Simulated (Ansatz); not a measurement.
# Al2GeH7N: up Jacob's ladder to CCSD(T)

Aim: compute Al2GeH7N with functionals from several rungs and with coupled cluster, and see how far each lands from CCSD(T) at the basis-set limit for the atomisation energy.

Program: Ansatz 0.2.0, Gaussian basis. Level of theory: functionals in def2-TZVPP, the program's frozen cores in correlated methods. These are calculated values, not measurements.

Plan: LDA (SPW92), PBE-D4, revPBE-D4, BLYP-D4, r2SCAN-D4, B97M-V, PBE0-D4, B3LYP-D4, r2SCANh-D4, r2SCAN0-D4, HSE06-D4, BHLYP-D4, CAM-B3LYP-D4, LC-ωPBE, ωB97X-V, ωB97M-V, B2PLYP, PBE-QIDH; CCSD(T)/def2-SVP; CCSD(T)/def2-TZVPP; MP2/def2-QZVPP; extrapolation to the limit; RPA on PBE.

## (1) Structure used throughout

The geometry comes from an earlier relaxation with PBE0-D4 in a triple-zeta def2 set; it is a stationary point, not always the lowest conformer.

SMILES `[NH2][AlH][AlH][GeH3]`, 11 atoms, charge 0, spin multiplicity 1.

Atoms are counted from 1 here; the program's logs count them from 0.

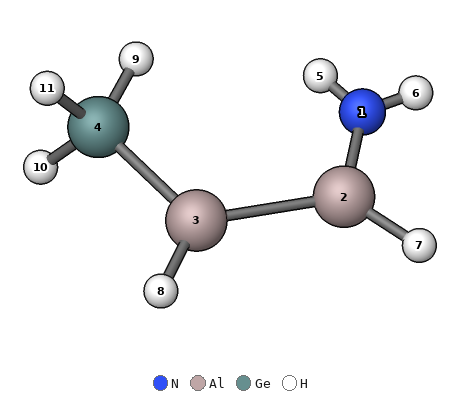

The geometry (nitrogen blue, aluminium light grey, germanium teal, hydrogen white); atoms are numbered from 1 in the order of the file.

Geometry (Å):

```xyz
11
Al2GeH7N
N    -0.12169    2.40903    0.18952
Al    1.29768    1.48520    0.71423
Al    1.05957   -1.07062    0.36278
Ge   -1.03655   -1.95409   -0.65045
H    -0.95131    1.99856   -0.20959
H    -0.22210    3.41079    0.24378
H     2.49713    2.34080    1.31682
H     2.15335   -2.16913    0.73933
H    -2.07073   -0.84983   -0.96605
H    -0.78043   -2.69046   -1.98417
H    -1.75961   -2.96726    0.26420
```

## (2) LDA

This LDA is Slater exchange with PW92 correlation.

File in.yaml:

```yaml
crystal:
  periodic: [false, false, false]
  atoms:
    - {symbol: N, position_ang: [-0.121695, 2.409035, 0.189518]}
    - {symbol: Al, position_ang: [1.297684, 1.485204, 0.714231]}
    - {symbol: Al, position_ang: [1.059574, -1.070616, 0.362781]}
    - {symbol: Ge, position_ang: [-1.036549, -1.954095, -0.650450]}
    - {symbol: H, position_ang: [-0.951308, 1.998562, -0.209594]}
    - {symbol: H, position_ang: [-0.222104, 3.410792, 0.243777]}
    - {symbol: H, position_ang: [2.497125, 2.340798, 1.316819]}
    - {symbol: H, position_ang: [2.153347, -2.169132, 0.739333]}
    - {symbol: H, position_ang: [-2.070735, -0.849834, -0.966046]}
    - {symbol: H, position_ang: [-0.780431, -2.690457, -1.984167]}
    - {symbol: H, position_ang: [-1.759608, -2.967256, 0.264197]}
basis:
  gaussian: {orbitals: def2-TZVPP}
hamiltonian: {xc: lda}
output: {orbitals: {seedname: orbitals}}
```

Started as:

```bash
> ansatz run in.yaml --threads 4 --pin off --events-out ev --progress --plain --max-ram 10444MiB
```

Output, cut to the lines that bear on the results:

```text
Functional definition: SPW92
  name "SPW92"
  cite "Dirac, Proc. Camb. Phil. Soc. 26, 376 (1930) doi:10.1017/S0305004100016108"
  cite "Slater, Phys. Rev. 81, 385 (1951) doi:10.1103/PhysRev.81.385"
  cite "Perdew & Wang, Phys. Rev. B 45, 13244 (1992) doi:10.1103/PhysRevB.45.13244"
[...]
1464 factors; their error is unknown
[...]
mean field -71160.68915507 eV, -2615.1070920014 hartree, gradient 7.8e-5 eV, S^2 0.000000; 0 other end points of the search recorded, 0 dependent functions left out
reference -71160.68920668 eV, -2615.1070938980 hartree; 36, 36 occupied and 225, 225 virtual orbitals, 1464 factors
Total energy: -71160.68920668 eV, -2615.1070938980 hartree
```

Wall time 0.6 s (4 threads of AMD EPYC 9R45, shared host); peak memory 0.37 GiB.

Atomisation energy: 3336.3 kJ/mol (free atoms -71126.111 eV, run apart). HOMO -5.79 eV, LUMO -3.50 eV.

## (3) PBE-D4 (GGA)

in.yaml, as its differences from that of step 2:

```diff
@@ -16,3 +16,3 @@
   gaussian: {orbitals: def2-TZVPP}
-hamiltonian: {xc: lda}
-output: {orbitals: {seedname: orbitals}}
+hamiltonian: {xc: pbe, dispersion: d4}
+output: {forces: true, orbitals: {seedname: orbitals}}
```

Launched as before.

Output, cut to the lines that bear on the results:

```text
Functional definition: PBE
  name "PBE"
  cite "Perdew, Burke & Ernzerhof, Phys. Rev. Lett. 77, 3865 (1996) doi:10.1103/PhysRevLett.77.3865"
  parent pbe
[...]
1464 factors; their error is unknown
[...]
mean field -71299.53966817 eV, -2620.2097542413 hartree, gradient 4.8e-5 eV, S^2 0.000000; 0 other end points of the search recorded, 0 dependent functions left out
[...]
Atom 7 at     2.153347    -2.169132     0.739333 Å, force     0.079114    -0.079520     0.027171 eV/Å
Atom 8 at    -2.070735    -0.849834    -0.966046 Å, force    -0.107390     0.093914    -0.035692 eV/Å
Atom 9 at    -0.780431    -2.690457    -1.984167 Å, force     0.009531    -0.077813    -0.130785 eV/Å
Atom 10 at    -1.759608    -2.967256     0.264197 Å, force    -0.081187    -0.103499     0.076943 eV/Å
Dipole moment:    -0.073694     0.272135    -0.003287 e Å
```

Wall time 1 s (4 threads of AMD EPYC 9R45, shared host); peak memory 0.38 GiB.

Atomisation energy: 2969.3 kJ/mol (free atoms -71268.974 eV, run apart). HOMO -5.71 eV, LUMO -3.33 eV.

## (4) revPBE-D4 (GGA)

in.yaml, as its differences from that of step 3:

```diff
@@ -16,3 +16,3 @@
   gaussian: {orbitals: def2-TZVPP}
-hamiltonian: {xc: pbe, dispersion: d4}
-output: {forces: true, orbitals: {seedname: orbitals}}
+hamiltonian: {xc: {name: revPBE}, dispersion: d4}
+output: {orbitals: {seedname: orbitals}}
```

Same command.

Output, cut to the lines that bear on the results:

```text
Functional definition: revPBE
  name "revPBE"
  cite "Zhang & Yang, Phys. Rev. Lett. 80, 890 (1998) doi:10.1103/PhysRevLett.80.890"
  cite "Perdew, Burke & Ernzerhof, Phys. Rev. Lett. 77, 3865 (1996) doi:10.1103/PhysRevLett.77.3865"
[...]
1464 factors; their error is unknown
[...]
mean field -71310.03699400 eV, -2620.5955238505 hartree, gradient 6.3e-5 eV, S^2 0.000000; 0 other end points of the search recorded, 0 dependent functions left out
reference -71310.03706201 eV, -2620.5955263497 hartree; 36, 36 occupied and 225, 225 virtual orbitals, 1464 factors
Total energy: -71310.54956930 eV, -2620.6143606453 hartree
```

It took 0.8 s on 4 threads of AMD EPYC 9R45, shared host; peak memory 0.37 GiB.

Atomisation energy: 2909.7 kJ/mol (free atoms -71280.392 eV, run apart). HOMO -5.68 eV, LUMO -3.25 eV.

## (5) BLYP-D4 (GGA)

in.yaml, as its differences from that of step 4:

```diff
@@ -16,3 +16,3 @@
   gaussian: {orbitals: def2-TZVPP}
-hamiltonian: {xc: {name: revPBE}, dispersion: d4}
+hamiltonian: {xc: {name: BLYP}, dispersion: d4}
 output: {orbitals: {seedname: orbitals}}
```

Same command.

Output, cut to the lines that bear on the results:

```text
Functional definition: BLYP
  name "BLYP"
  cite "Becke, Phys. Rev. A 38, 3098 (1988) doi:10.1103/PhysRevA.38.3098"
  cite "Lee, Yang & Parr, Phys. Rev. B 37, 785 (1988) doi:10.1103/PhysRevB.37.785"
[...]
1464 factors; their error is unknown
[...]
mean field -71318.62939097 eV, -2620.9112886151 hartree, gradient 7.6e-5 eV, S^2 0.000000; 0 other end points of the search recorded, 0 dependent functions left out
reference -71318.62983541 eV, -2620.9113049478 hartree; 36, 36 occupied and 225, 225 virtual orbitals, 1464 factors
Total energy: -71319.06428257 eV, -2620.9272705865 hartree
```

Run time: 0.8 s. Hardware: 4 threads of AMD EPYC 9R45, shared host; peak memory 0.37 GiB.

Atomisation energy: 2950.8 kJ/mol (free atoms -71288.481 eV, run apart). HOMO -5.57 eV, LUMO -3.16 eV.

## (6) r2SCAN-D4 (meta-GGA)

in.yaml, as its differences from that of step 5:

```diff
@@ -16,3 +16,3 @@
   gaussian: {orbitals: def2-TZVPP}
-hamiltonian: {xc: {name: BLYP}, dispersion: d4}
-output: {orbitals: {seedname: orbitals}}
+hamiltonian: {xc: r2scan, dispersion: d4}
+output: {forces: true, orbitals: {seedname: orbitals}}
```

Same command.

Output, cut to the lines that bear on the results:

```text
Functional definition: r2SCAN
  name "r2SCAN"
  cite "Furness, Kaplan, Ning, Perdew & Sun, J. Phys. Chem. Lett. 11, 8208 (2020) doi:10.1021/acs.jpclett.0c02405"
  cite "Furness, Kaplan, Ning, Perdew & Sun, J. Phys. Chem. Lett. 11, 9248 (2020) doi:10.1021/acs.jpclett.0c03077"
  parent r2scan
[...]
1464 factors; their error is unknown
[...]
Atom 7 at     2.153347    -2.169132     0.739333 Å, force    -0.024690     0.013296    -0.009641 eV/Å
Atom 8 at    -2.070735    -0.849834    -0.966046 Å, force     0.030913    -0.069649     0.004700 eV/Å
Atom 9 at    -0.780431    -2.690457    -1.984167 Å, force    -0.033240     0.025160     0.057235 eV/Å
Atom 10 at    -1.759608    -2.967256     0.264197 Å, force     0.016344     0.039184    -0.057125 eV/Å
Dipole moment:    -0.063734     0.269686     0.000901 e Å
```

Wall time 1.8 s (4 threads of AMD EPYC 9R45, shared host); peak memory 0.4 GiB.

With the free atoms at this level, -71284.174 eV in sum, the atomisation energy is 2987.2 kJ/mol. HOMO -5.93 eV, LUMO -3.20 eV.

## (7) B97M-V (meta-GGA)

in.yaml, as its differences from that of step 6:

```diff
@@ -16,3 +16,3 @@
   gaussian: {orbitals: def2-TZVPP}
-hamiltonian: {xc: r2scan, dispersion: d4}
-output: {forces: true, orbitals: {seedname: orbitals}}
+hamiltonian: {xc: {name: B97M-V}}
+output: {orbitals: {seedname: orbitals}}
```

The command is unchanged.

Output, cut to the lines that bear on the results:

```text
Functional definition: B97M-V
  name "B97M-V"
  cite "Mardirossian & Head-Gordon, J. Chem. Phys. 142, 074111 (2015) doi:10.1063/1.4907719"
  cite "Becke, J. Chem. Phys. 107, 8554 (1997) doi:10.1063/1.475007"
  cite "Vydrov & Van Voorhis, J. Chem. Phys. 133, 244103 (2010) doi:10.1063/1.3521275"
  # Of w^i u^j: cxij and so on, Table III.
[...]
  gx(w, u) = cx00 + cx01*u + cx02*u^2 + (cx10 + cx11*u)*w
[...]
  gos(w, u) = cos00 + cos01*u + cos03*u^3 + cos10*w + cos32*w^3*u^2
[...]
      + integral(e_c_pw_mod_opposite_spin*gos(b97_w_opposite, b97_u_opposite)) + vv10(b, c)
1464 factors; their error is unknown
[...]
mean field -71303.96859309 eV, -2620.3725142303 hartree, gradient 4.6e-5 eV, S^2 0.000000; 0 other end points of the search recorded, 0 dependent functions left out
reference -71303.96867342 eV, -2620.3725171825 hartree; 36, 36 occupied and 225, 225 virtual orbitals, 1464 factors
Total energy: -71303.96867342 eV, -2620.3725171825 hartree
```

Run time: 2.8 s. Hardware: 4 threads of AMD EPYC 9R45, shared host; peak memory 0.47 GiB.

Atomisation energy: 3038.4 kJ/mol (free atoms -71272.478 eV, run apart). HOMO -5.96 eV, LUMO -3.37 eV.

## (8) PBE0-D4 (hybrid)

in.yaml, as its differences from that of step 7:

```diff
@@ -16,3 +16,3 @@
   gaussian: {orbitals: def2-TZVPP}
-hamiltonian: {xc: {name: B97M-V}}
+hamiltonian: {xc: pbe0, dispersion: d4}
 output: {orbitals: {seedname: orbitals}}
```

Launched as before.

Output, cut to the lines that bear on the results:

```text
Functional definition: PBE0
  name "PBE0"
  cite "Adamo & Barone, J. Chem. Phys. 110, 6158 (1999) doi:10.1063/1.478522"
  cite "Perdew, Burke & Ernzerhof, Phys. Rev. Lett. 77, 3865 (1996) doi:10.1103/PhysRevLett.77.3865"
  parent pbe
[...]
1569 factors; their error is unknown
[...]
mean field -71302.51662767 eV, -2620.3191554851 hartree, gradient 8.8e-5 eV, S^2 0.000000; 0 other end points of the search recorded, 0 dependent functions left out
reference -71302.51666914 eV, -2620.3191570091 hartree; 36, 36 occupied and 225, 225 virtual orbitals, 1569 factors
Total energy: -71302.69837245 eV, -2620.3258344826 hartree
```

Wall time 1.2 s (4 threads of AMD EPYC 9R45, shared host); peak memory 0.79 GiB.

With the free atoms at this level, -71272.177 eV in sum, the atomisation energy is 2944.8 kJ/mol. HOMO -6.69 eV, LUMO -2.64 eV.

## (9) B3LYP-D4 (hybrid)

B3LYP here takes the VWN-RPA correlation.

in.yaml, as its differences from that of step 8:

```diff
@@ -16,3 +16,3 @@
   gaussian: {orbitals: def2-TZVPP}
-hamiltonian: {xc: pbe0, dispersion: d4}
-output: {orbitals: {seedname: orbitals}}
+hamiltonian: {xc: {name: B3LYP}, dispersion: d4}
+output: {forces: true, orbitals: {seedname: orbitals}}
```

The command is unchanged.

Output, cut to the lines that bear on the results:

```text
Functional definition: B3LYP
  name "B3LYP"
  cite "Stephens, Devlin, Chabalowski & Frisch, J. Phys. Chem. 98, 11623 (1994) doi:10.1021/j100096a001"
  cite "Becke, Phys. Rev. A 38, 3098 (1988) doi:10.1103/PhysRevA.38.3098"
  cite "Lee, Yang & Parr, Phys. Rev. B 37, 785 (1988) doi:10.1103/PhysRevB.37.785"
  cite "Vosko, Wilk & Nusair, Can. J. Phys. 58, 1200 (1980) doi:10.1139/p80-159"
[...]
1543 factors; their error is unknown
[...]
Atom 7 at     2.153347    -2.169132     0.739333 Å, force    -0.059387     0.059925    -0.020485 eV/Å
Atom 8 at    -2.070735    -0.849834    -0.966046 Å, force    -0.019199     0.003725    -0.007986 eV/Å
Atom 9 at    -0.780431    -2.690457    -1.984167 Å, force    -0.013730    -0.014666    -0.021032 eV/Å
Atom 10 at    -1.759608    -2.967256     0.264197 Å, force    -0.023175    -0.016960     0.000653 eV/Å
Dipole moment:    -0.031748     0.259884     0.014138 e Å
```

Run time: 1.9 s. Hardware: 4 threads of AMD EPYC 9R45, shared host; peak memory 0.83 GiB.

With the free atoms at this level, -71290.006 eV in sum, the atomisation energy is 2978.2 kJ/mol. HOMO -6.51 eV, LUMO -2.78 eV.

## (10) r2SCANh-D4 (hybrid)

in.yaml, as its differences from that of step 9:

```diff
@@ -16,3 +16,3 @@
   gaussian: {orbitals: def2-TZVPP}
-hamiltonian: {xc: {name: B3LYP}, dispersion: d4}
-output: {forces: true, orbitals: {seedname: orbitals}}
+hamiltonian: {xc: {name: r2SCANh}, dispersion: d4}
+output: {orbitals: {seedname: orbitals}}
```

The command is unchanged.

Output, cut to the lines that bear on the results:

```text
Functional definition: r2SCANh
  name "r2SCANh"
  cite "Bursch, Neugebauer, Ehlert & Grimme, J. Chem. Phys. 156, 134105 (2022) doi:10.1063/5.0086040"
  cite "Furness, Kaplan, Ning, Perdew & Sun, J. Phys. Chem. Lett. 11, 8208 (2020) doi:10.1021/acs.jpclett.0c02405"
  cite "Furness, Kaplan, Ning, Perdew & Sun, J. Phys. Chem. Lett. 11, 9248 (2020) doi:10.1021/acs.jpclett.0c03077"
  parent r2scan
[...]
1483 factors; their error is unknown
[...]
mean field -71314.68397239 eV, -2620.7662971564 hartree, gradient 2.9e-5 eV, S^2 0.000000; 0 other end points of the search recorded, 0 dependent functions left out
reference -71314.68398750 eV, -2620.7662977117 hartree; 36, 36 occupied and 225, 225 virtual orbitals, 1483 factors
Total energy: -71314.74128372 eV, -2620.7684033088 hartree
```

It took 2 s on 4 threads of AMD EPYC 9R45, shared host; peak memory 0.79 GiB.

Atomisation energy: 2972.2 kJ/mol (free atoms -71283.937 eV, run apart). HOMO -6.29 eV, LUMO -2.95 eV.

## (11) r2SCAN0-D4 (hybrid)

in.yaml, as its differences from that of step 10:

```diff
@@ -16,3 +16,3 @@
   gaussian: {orbitals: def2-TZVPP}
-hamiltonian: {xc: {name: r2SCANh}, dispersion: d4}
+hamiltonian: {xc: {name: r2SCAN0}, dispersion: d4}
 output: {orbitals: {seedname: orbitals}}
```

Launched as before.

Output, cut to the lines that bear on the results:

```text
Functional definition: r2SCAN0
  name "r2SCAN0"
  cite "Bursch, Neugebauer, Ehlert & Grimme, J. Chem. Phys. 156, 134105 (2022) doi:10.1063/5.0086040"
  cite "Furness, Kaplan, Ning, Perdew & Sun, J. Phys. Chem. Lett. 11, 8208 (2020) doi:10.1021/acs.jpclett.0c02405"
  cite "Furness, Kaplan, Ning, Perdew & Sun, J. Phys. Chem. Lett. 11, 9248 (2020) doi:10.1021/acs.jpclett.0c03077"
  parent r2scan
[...]
1569 factors; their error is unknown
[...]
mean field -71314.12661486 eV, -2620.7458146451 hartree, gradient 2.3e-5 eV, S^2 0.000000; 0 other end points of the search recorded, 0 dependent functions left out
reference -71314.12662801 eV, -2620.7458151280 hartree; 36, 36 occupied and 225, 225 virtual orbitals, 1569 factors
Total energy: -71314.19048948 eV, -2620.7481619938 hartree
```

Run time: 2 s. Hardware: 4 threads of AMD EPYC 9R45, shared host; peak memory 0.82 GiB.

With the free atoms at this level, -71283.604 eV in sum, the atomisation energy is 2951.1 kJ/mol. HOMO -6.82 eV, LUMO -2.58 eV.

## (12) HSE06-D4 (hybrid)

HSE06 is the plane-wave form, built on full-range PBE exchange.

in.yaml, as its differences from that of step 11:

```diff
@@ -16,3 +16,3 @@
   gaussian: {orbitals: def2-TZVPP}
-hamiltonian: {xc: {name: r2SCAN0}, dispersion: d4}
+hamiltonian: {xc: hse06, dispersion: d4}
 output: {orbitals: {seedname: orbitals}}
```

Same command.

Output, cut to the lines that bear on the results:

```text
Functional definition: HSE06
  name "HSE06"
  cite "Heyd, Scuseria & Ernzerhof, J. Chem. Phys. 118, 8207 (2003) doi:10.1063/1.1564060"
  cite "Krukau, Vydrov, Izmaylov & Scuseria, J. Chem. Phys. 125, 224106 (2006) doi:10.1063/1.2404663"
  cite "Heyd & Scuseria, J. Chem. Phys. 120, 7274 (2004) doi:10.1063/1.1668634"
  cite "Ernzerhof & Perdew, J. Chem. Phys. 109, 3313 (1998) doi:10.1063/1.476928"
[...]
1569 factors; their error is unknown
145 factors; integrals over basis functions are off by at most 7.3e-7 eV
[...]
mean field -71302.09852280 eV, -2620.3037904148 hartree, gradient 4.5e-5 eV, S^2 0.000000; 0 other end points of the search recorded, 0 dependent functions left out
reference -71302.09857803 eV, -2620.3037924443 hartree; 36, 36 occupied and 225, 225 virtual orbitals, 1569 factors
Total energy: -71302.27174759 eV, -2620.3101563081 hartree
```

Wall time 1.4 s (4 threads of AMD EPYC 9R45, shared host); peak memory 0.83 GiB.

Atomisation energy: 2945.3 kJ/mol (free atoms -71271.746 eV, run apart). HOMO -6.30 eV, LUMO -3.00 eV.

## (13) BHLYP-D4 (hybrid)

in.yaml, as its differences from that of step 12:

```diff
@@ -16,3 +16,3 @@
   gaussian: {orbitals: def2-TZVPP}
-hamiltonian: {xc: hse06, dispersion: d4}
+hamiltonian: {xc: {name: BHLYP}, dispersion: d4}
 output: {orbitals: {seedname: orbitals}}
```

The command is unchanged.

Output, cut to the lines that bear on the results:

```text
Functional definition: BHLYP
  name "BHLYP"
  cite "Becke, J. Chem. Phys. 98, 1372 (1993) doi:10.1063/1.464304"
  cite "Becke, Phys. Rev. A 38, 3098 (1988) doi:10.1103/PhysRevA.38.3098"
  cite "Lee, Yang & Parr, Phys. Rev. B 37, 785 (1988) doi:10.1103/PhysRevB.37.785"
[...]
1652 factors; their error is unknown
[...]
mean field -71316.34038575 eV, -2620.8271692248 hartree, gradient 1.3e-5 eV, S^2 0.000000; 0 other end points of the search recorded, 0 dependent functions left out
reference -71316.34061381 eV, -2620.8271776058 hartree; 36, 36 occupied and 225, 225 virtual orbitals, 1652 factors
Total energy: -71316.64596739 eV, -2620.8383991427 hartree
```

Wall time 1.3 s (4 threads of AMD EPYC 9R45, shared host); peak memory 0.81 GiB.

Atomisation energy: 2928.4 kJ/mol (free atoms -71286.295 eV, run apart). HOMO -7.55 eV, LUMO -1.84 eV.

## (14) CAM-B3LYP-D4 (range-separated)

in.yaml, as its differences from that of step 13:

```diff
@@ -16,3 +16,3 @@
   gaussian: {orbitals: def2-TZVPP}
-hamiltonian: {xc: {name: BHLYP}, dispersion: d4}
+hamiltonian: {xc: {name: CAM-B3LYP}, dispersion: d4}
 output: {orbitals: {seedname: orbitals}}
```

The command is unchanged.

Output, cut to the lines that bear on the results:

```text
Functional definition: CAM-B3LYP
  name "CAM-B3LYP"
  cite "Yanai, Tew & Handy, Chem. Phys. Lett. 393, 51 (2004) doi:10.1016/j.cplett.2004.06.011"
  cite "Iikura, Tsuneda, Yanai & Hirao, J. Chem. Phys. 115, 3540 (2001) doi:10.1063/1.1383587"
  cite "Becke, Phys. Rev. A 38, 3098 (1988) doi:10.1103/PhysRevA.38.3098"
  cite "Lee, Yang & Parr, Phys. Rev. B 37, 785 (1988) doi:10.1103/PhysRevB.37.785"
[...]
1533 factors; their error is unknown
411 factors; integrals over basis functions are off by at most 1.7e-5 eV
[...]
mean field -71320.54160017 eV, -2620.9815610070 hartree, gradient 6.9e-5 eV, S^2 0.000000; 0 other end points of the search recorded, 0 dependent functions left out
reference -71320.54176385 eV, -2620.9815670219 hartree; 36, 36 occupied and 225, 225 virtual orbitals, 1533 factors
Total energy: -71320.73260565 eV, -2620.9885803286 hartree
```

Wall time 1.6 s (4 threads of AMD EPYC 9R45, shared host); peak memory 0.88 GiB.

Atomisation energy: 2993.5 kJ/mol (free atoms -71289.707 eV, run apart). HOMO -7.87 eV, LUMO -1.64 eV.

## (15) LC-ωPBE (range-separated)

in.yaml, as its differences from that of step 14:

```diff
@@ -16,3 +16,3 @@
   gaussian: {orbitals: def2-TZVPP}
-hamiltonian: {xc: {name: CAM-B3LYP}, dispersion: d4}
+hamiltonian: {xc: {name: LC-wPBE}}
 output: {orbitals: {seedname: orbitals}}
```

The command is unchanged.

Output, cut to the lines that bear on the results:

```text
Functional definition: LC-wPBE
  name "LC-wPBE"
  cite "Vydrov & Scuseria, J. Chem. Phys. 125, 234109 (2006) doi:10.1063/1.2409292"
  cite "Heyd & Scuseria, J. Chem. Phys. 120, 7274 (2004) doi:10.1063/1.1668634"
  cite "Ernzerhof & Perdew, J. Chem. Phys. 109, 3313 (1998) doi:10.1063/1.476928"
  cite "Perdew, Burke & Ernzerhof, Phys. Rev. Lett. 77, 3865 (1996) doi:10.1103/PhysRevLett.77.3865"
  parent pbe
[...]
1464 factors; their error is unknown
514 factors; integrals over basis functions are off by at most 2.6e-5 eV
[...]
mean field -71304.91642314 eV, -2620.4073463422 hartree, gradient 3.5e-5 eV, S^2 0.000000; 0 other end points of the search recorded, 0 dependent functions left out
reference -71304.91642315 eV, -2620.4073463425 hartree; 36, 36 occupied and 225, 225 virtual orbitals, 1464 factors
Total energy: -71304.91642315 eV, -2620.4073463425 hartree
```

It took 1.1 s on 4 threads of AMD EPYC 9R45, shared host; peak memory 0.57 GiB.

Atomisation energy: 2958.1 kJ/mol (free atoms -71274.258 eV, run apart). HOMO -9.11 eV, LUMO -0.67 eV.

## (16) ωB97X-V (range-separated)

in.yaml, as its differences from that of step 15:

```diff
@@ -16,3 +16,3 @@
   gaussian: {orbitals: def2-TZVPP}
-hamiltonian: {xc: {name: LC-wPBE}}
+hamiltonian: {xc: {name: wB97X-V}}
 output: {orbitals: {seedname: orbitals}}
```

Same command.

Output, cut to the lines that bear on the results:

```text
Functional definition: wB97X-V
  name "wB97X-V"
  cite "Mardirossian & Head-Gordon, Phys. Chem. Chem. Phys. 16, 9904 (2014) doi:10.1039/C3CP54374A"
  cite "Becke, J. Chem. Phys. 107, 8554 (1997) doi:10.1063/1.475007"
  cite "Vydrov & Van Voorhis, J. Chem. Phys. 133, 244103 (2010) doi:10.1063/1.3521275"
[...]
      + integral(e_c_pw_opposite_spin*poly(b97_u_opposite, cos0, cos1)) + vv10(b, c)
1533 factors; their error is unknown
363 factors; integrals over basis functions are off by at most 1.1e-5 eV
[...]
mean field -71309.91361275 eV, -2620.5909896731 hartree, gradient 2.9e-5 eV, S^2 0.000000; 0 other end points of the search recorded, 0 dependent functions left out
reference -71309.91361006 eV, -2620.5909895742 hartree; 36, 36 occupied and 225, 225 virtual orbitals, 1533 factors
Total energy: -71309.91361006 eV, -2620.5909895742 hartree
```

It took 3 s on 4 threads of AMD EPYC 9R45, shared host; peak memory 0.95 GiB.

Atomisation energy: 3015.8 kJ/mol (free atoms -71278.657 eV, run apart). HOMO -8.82 eV, LUMO -0.76 eV.

[end of part 1 of 2]
